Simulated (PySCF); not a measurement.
EPR calculation of C$_{7}$H$_{8}$NO

The run: EPR calculation of C$_{7}$H$_{8}$NO, multiplicity 2. Method and program: UKS B3LYP, pcH-1 on C H N O, non-relativistic, mean-field spin-orbit, GIAO (PySCF 2.14.0).

It belongs to a series of runs on one base structure; here: H removed from N.

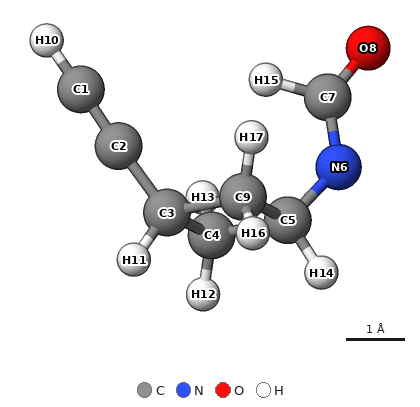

Figure 1. The input geometry (ball-and-stick view, seen at a tilt; atoms are numbered from 1 in the order of the input).

Input file:
```
{"job": {"kind": "epr", "basis": "pcH-1"}, "charge": 0, "multiplicity": 2}
C     -1.135881     2.665142    -0.097430
C     -1.248711     1.473414    -0.082147
C     -1.318835     0.032154    -0.054695
C     -0.340563    -0.674600    -1.020820
C      0.359724    -1.332437     0.194948
N      1.726331    -1.110582     0.361708
C      2.386925    -0.011786     0.415220
O      3.557999     0.261091     0.551964
C     -0.618306    -0.616955     1.161175
H     -1.064761     3.711542    -0.112674
H     -2.355769    -0.286353    -0.179091
H     -0.808949    -1.370722    -1.711415
H      0.307362     0.000059    -1.577532
H      0.235934    -2.419999     0.208323
H      1.686033     0.879438     0.307222
H     -1.249207    -1.279054     1.748459
H     -0.126322     0.091678     1.825260
```

The first line tells a small driver script what to run in PySCF; the rest is the geometry in Å.

Command:
```bash
OMP_NUM_THREADS=1 python <driver script> task.json out
```

What the program printed:
```
UKS, coarse grid
  cycle   1  E = -401.19684561  |g| = 6.63e-01
  cycle   2  E = -399.85432193  |g| = 1.79e+00
  cycle   3  E = -401.29773019  |g| = 4.10e-01
  cycle   4  E = -401.37074778  |g| = 1.46e-01
  cycle   5  E = -401.37864130  |g| = 5.73e-02
  cycle   6  E = -401.38007006  |g| = 1.25e-02
  cycle   7  E = -401.38013178  |g| = 6.98e-03
  cycle   8  E = -401.38015271  |g| = 3.30e-03
  cycle   9  E = -401.38015808  |g| = 1.92e-03
  cycle  10  E = -401.38015921  |g| = 8.78e-04
UKS, final grid
  cycle   1  E = -401.38012883  |g| = 2.70e-03
  cycle   2  E = -401.38009349  |g| = 9.66e-03
  cycle   3  E = -401.38013194  |g| = 2.80e-04
  cycle   4  E = -401.38013198  |g| = 1.52e-04
  cycle   5  E = -401.38013201  |g| = 8.15e-05
  cycle   6  E = -401.38013202  |g| = 3.65e-05
  cycle   7  E = -401.38013203  |g| = 3.10e-05
  cycle   8  E = -401.38013204  |g| = 2.28e-05
E = -401.38013204 Eh   <S^2> = 0.7552 (exact 0.7500)
g shifts (ppm)      1          2          3
  rmc          -218       -218       -218
  gc             43          4          2
  oz_so        -844         34       3021
  total       -1020       -180       2805
hyperfine (MHz)  atom isotope    a_iso     a_fc   dipolar eigenvalues
    0   13C       1.26       1.26     -0.32     -0.20      0.52
    1   13C       2.46       2.46     -0.62      0.09      0.54
    2   13C       7.71       7.71     -1.04     -1.02      2.06
    3   13C       4.31       4.31     -3.57     -2.88      6.45
    4   13C     -12.84     -12.84     -6.26     -3.54      9.80
    5   14N      44.03      44.03    -30.63    -27.25     57.87
    6   13C     -46.11     -46.11    -12.36     -3.83     16.19
    7   17O     -10.94     -10.94    -56.88     26.65     30.23
    8   13C       4.89       4.89     -3.72     -3.03      6.74
    9    1H       0.17       0.17     -0.56     -0.52      1.08
   10    1H       4.03       4.03     -1.30     -0.70      2.00
   11    1H      -3.02      -3.02     -2.64     -1.44      4.08
   12    1H      -2.97      -2.97     -3.26     -1.00      4.26
   13    1H     115.14     115.14     -7.15     -5.00     12.15
   14    1H     418.91     418.91     -4.86     -2.56      7.42
   15    1H      -3.12      -3.12     -2.70     -1.43      4.13
   16    1H      -3.05      -3.05     -3.31     -0.93      4.24
```

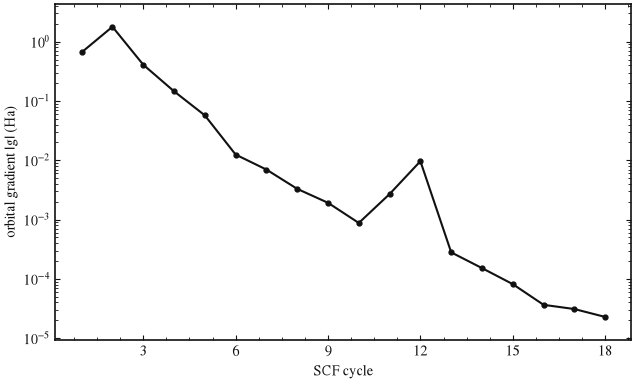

Figure 2. Convergence of the self-consistent field: orbital gradient |g| against the SCF cycle. All cycles printed in the log are drawn one after another.

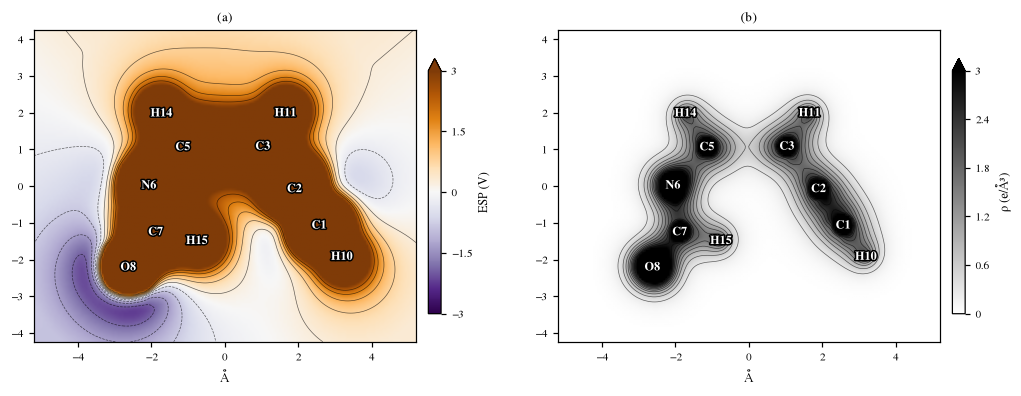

Figure 3. (a) electrostatic potential; (b) total electron density on the plane of atoms C2, C3 and H11. The section cuts through C, N, O and H sites. C–C (1.20 Å): ρ is about 2.6 e/Å³ halfway. C–N (1.28 Å): ρ is about 2.5 e/Å³ halfway. C–H (1.05 Å): ρ at the midpoint is about 2 e/Å³.

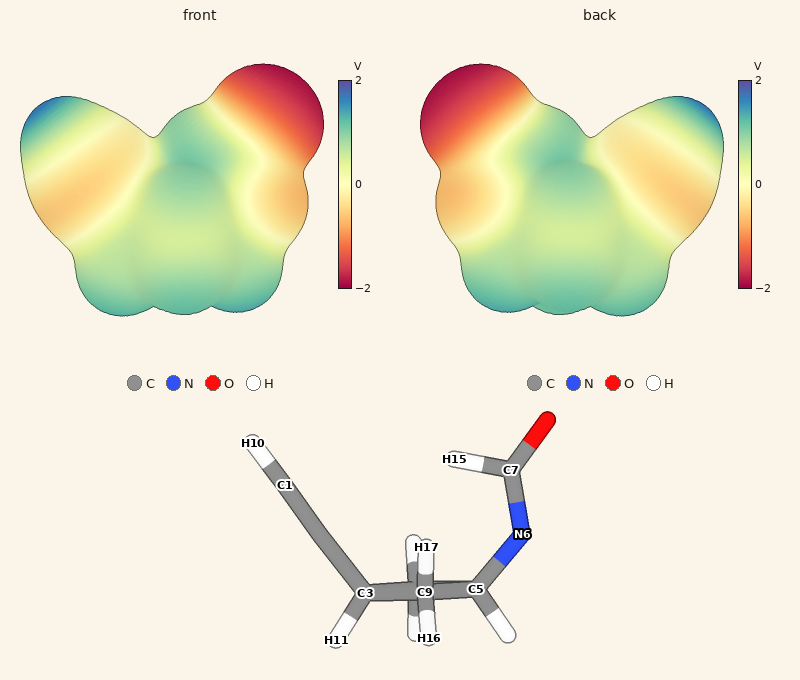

Figure 4. The molecular electrostatic potential painted on the density surface at 0.002 e/bohr³, seen face on and from behind; red is negative and blue positive. The bare structure is drawn below in the same view. A positive charge is drawn to the negative regions and a negative charge to the positive ones.

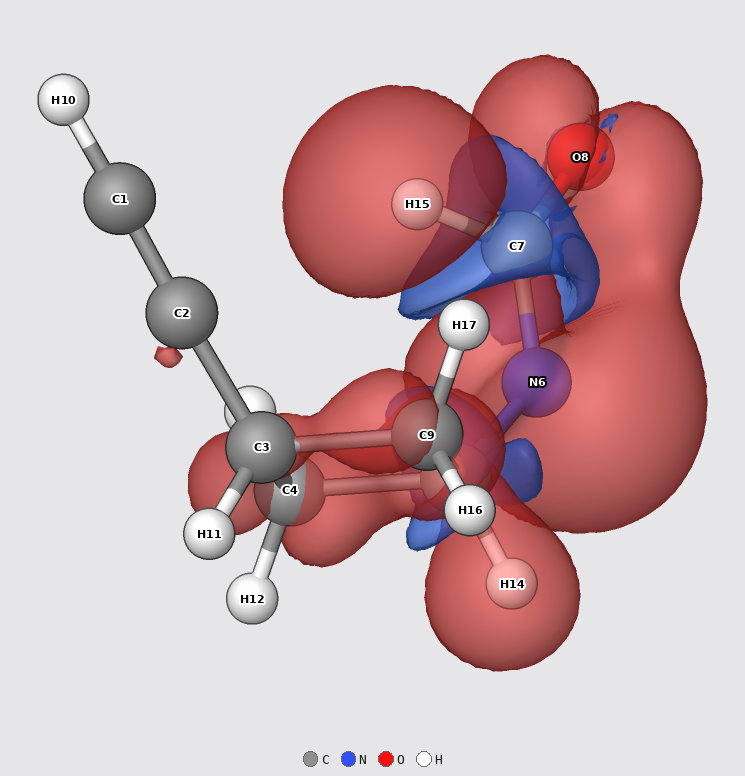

Figure 5. Isosurfaces of the spin density (α minus β) at +0.006 (red) and −0.006 e/Å³ (blue), seen at a tilt. The unpaired spin (1 electron) lies mostly on N6 (about 0.5), O8 (about 0.1), H15 (about 0.1) and C7 (about 0.1), in electrons by Hirshfeld's partition.

Key numbers:

```json
{"quantity": "outcome", "value": "converged"}
{"quantity": "total energy", "value": "−401.380132 hartree"}
{"quantity": "⟨S²⟩", "value": "0.755"}
{"quantity": "isotropic g", "value": "2.0029"}
{"quantity": "hardware", "value": "1 CPU thread, shared host"}
{"quantity": "wall time", "value": "1.9 min"}
{"quantity": "peak memory", "value": "1.1 GiB"}
```
